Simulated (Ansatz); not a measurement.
C₄H₁₂OSi (SMILES CCCC(O)[SiH3])

```yaml
atoms:
  - { symbol: C, position_ang: [-2.5787, -0.4466, 0.1670] }
  - { symbol: C, position_ang: [-1.0868, -0.5947, 0.4406] }
  - { symbol: C, position_ang: [-0.7855, -0.8530, 1.9145] }
  - { symbol: C, position_ang: [0.6893, -1.0924, 2.2325] }
  - { symbol: O, position_ang: [0.8616, -1.5673, 3.5719] }
  - { symbol: Si, position_ang: [1.8536, 0.4059, 2.0129] }
  - { symbol: H, position_ang: [-3.1261, -1.3511, 0.4571] }
  - { symbol: H, position_ang: [-2.7738, -0.2644, -0.8951] }
  - { symbol: H, position_ang: [-3.0031, 0.3919, 0.7317] }
  - { symbol: H, position_ang: [-0.5628, 0.3090, 0.1029] }
  - { symbol: H, position_ang: [-0.6834, -1.4224, -0.1594] }
  - { symbol: H, position_ang: [-1.1606, -0.0100, 2.5166] }
  - { symbol: H, position_ang: [-1.3367, -1.7422, 2.2534] }
  - { symbol: H, position_ang: [1.0516, -1.9138, 1.6012] }
  - { symbol: H, position_ang: [0.4796, -0.9012, 4.1608] }
  - { symbol: H, position_ang: [1.7866, 1.0528, 0.6684] }
  - { symbol: H, position_ang: [3.2589, -0.0098, 2.2701] }
  - { symbol: H, position_ang: [1.4628, 1.4205, 3.0393] }
```

Method: Ansatz 0.2.0, RKS PBE0/6-31G*.

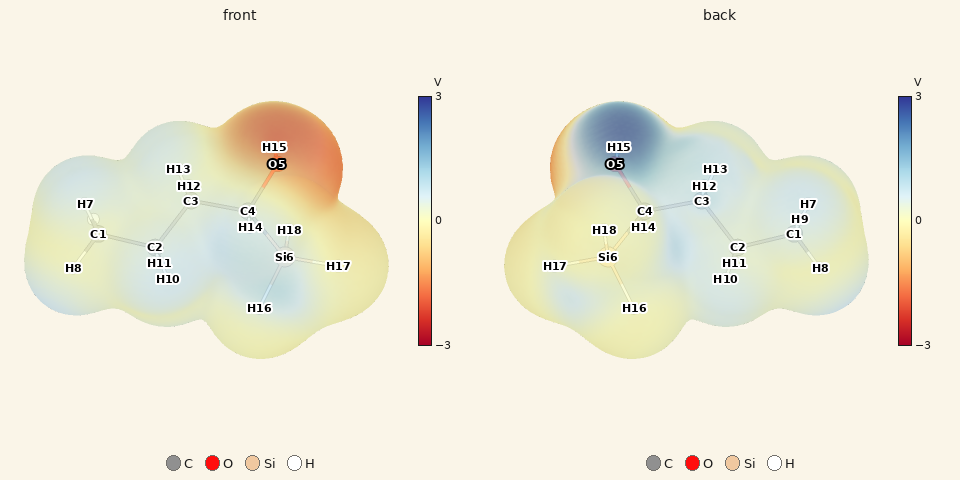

Figure 1. The molecular electrostatic potential painted on the density surface at 0.002 e/bohr³, seen from the front and from behind; red is negative and blue positive.

> Where is the surface potential most negative and most positive?

The most negative region (about −1.6 V) lies over O5, the most positive (about +2.3 V) over H15. O5 is the likeliest acceptor of a hydrogen bond.

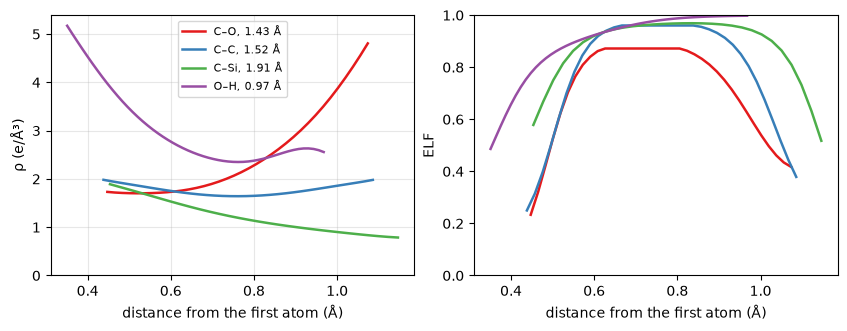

Figure 2. Total electron density and ELF along straight lines between neighbouring atoms. The curves leave out the atomic cores.

> What can be read from the curves?

C–O (1.43 Å): ρ is about 1.9 e/Å³ halfway, with its minimum of 1.7 e/Å³ about 0.5 Å from C; the ELF peaks at about 0.85 between the atoms (a shared but strongly polarised pair).
C–C (1.52 Å): the density is about 1.6 e/Å³ at the midpoint; the ELF peaks at about 0.95 between the atoms; a covalent bond.
C–Si (1.91 Å): the density is about 0.94 e/Å³ at the midpoint; the ELF peaks at about 0.95 between the atoms: a shared electron pair.
O–H (0.97 Å): ρ at the midpoint is about 3.6 e/Å³; the ELF climbs to about 1 towards the hydrogen, as it does in any bond to H: a covalent bond by its length.

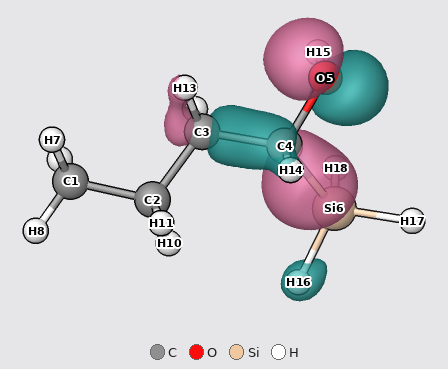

Figure 3. The HOMO at ±0.15 Å⁻³ᐟ² (teal and pink are the two phases), seen at a tilt.

> Where does this orbital lie, and at what energy?

It lies mainly on O5 (about 45 %), C4 (about 20 %), Si6 (about 15 %) and C3 (about 5 %). Its energy is −7.12 eV.
